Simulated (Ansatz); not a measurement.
One crystal and one scan (energy against volume) at two levels, PBE (plane waves to 420 eV, PAW, scalar-relativistic; Ansatz, a quantum-chemistry and plane-wave program) and PBEsol (plane waves to 420 eV, PAW, scalar-relativistic; Ansatz), each from its own relaxed cell and on its own mesh. The cell shown is that of PBE.

HgSe (zinc blende)

```yaml
crystal:
  lattice:
    - [0.00000, 3.12999, 3.12999]
    - [3.12999, 0.00000, 3.12999]
    - [3.12999, 3.12999, 0.00000]
  atoms:
    - { symbol: Se, position: [0.75000, 0.75000, 0.75000] }
    - { symbol: Hg, position: [0.00000, 0.00000, 0.00000] }
```

Equation-of-state scan: isotropic scaling of the cell above, V₀ being its volume. Symmetry pins the atoms to their sites.

Energies are smeared free energies. HgSe was relaxed with its symmetry unable to fall. Spin-orbit coupling is left out, though Hg is heavy. Percentages come from the unrounded values.

```json
[
 {"quantity": "Lattice constant a (Å)", "PBE": "6.260", "PBEsol": "6.133", "PBE − PBEsol": "+0.127 (+2.1 %)"},
 {"quantity": "Bulk modulus B₀ (third-order Birch-Murnaghan fit) (GPa)", "PBE": "42.5", "PBEsol": "51.5", "PBE − PBEsol": "-9.0 (-17 %)"},
 {"quantity": "Pressure derivative B₀′ (fit)", "PBE": "5.1", "PBEsol": "5.0", "PBE − PBEsol": "+0.1 (+0 %)"}
]
```

PBE gives the higher value for: lattice constant a. PBE gives the lower value for: bulk modulus B₀. They agree on: pressure derivative B₀′ (within 1.5 %). (PBE) At this level the bands of HgSe touch or barely overlap. (PBEsol) At this level the bands of HgSe touch or barely overlap. For the lattice constant a the reference is 6.085 Å (measured, room temperature or unstated; as given in Cardona, M., Kremer, R. K., Lauck, R. et al., (2009), arXiv:0908.2634): it holds thermal shifts, so no verdict is drawn. For the bulk modulus B₀ the reference is 50 GPa (measured, room temperature or unstated; as given in Cormac Toher, Corey Oses, Jose J. Plata et al., Physical Review Materials (2017), arXiv:1611.05714): it holds thermal shifts, so no verdict is drawn. 

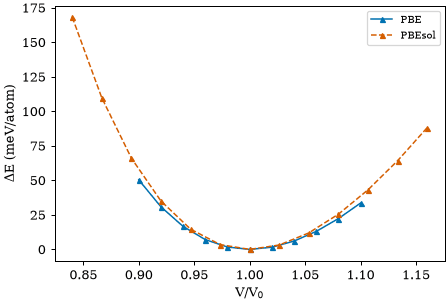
ΔE, each from the relaxed starting cell of its own level.

(Under strain, the slope of the energy per volume gives the stress and its curvature an elastic modulus.)
